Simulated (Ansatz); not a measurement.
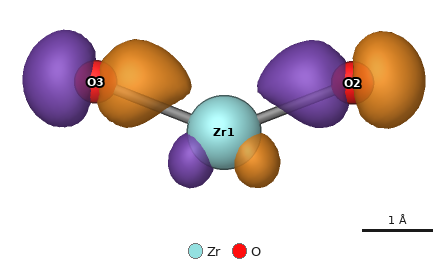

O$_{2}$Zr (quintet). The HOMO−1 (β) at ±0.2 Å⁻³ᐟ² (orange and purple are the two phases), seen at an oblique angle.

Geometry: PBE0-D4/def2-TZVP; core potentials replace the inner electrons of Zr.

Computed with Ansatz 0.2.0, UKS PBE0-D4/def2-TZVP.

Q: What is the character of this orbital?

A: It lies mainly on O2 (about 40 %), O3 (about 40 %) and Zr1 (about 20 %); it is symmetric in the molecular plane (an in-plane orbital: σ, lone-pair or in-plane π type). Its energy is −9.45 eV.
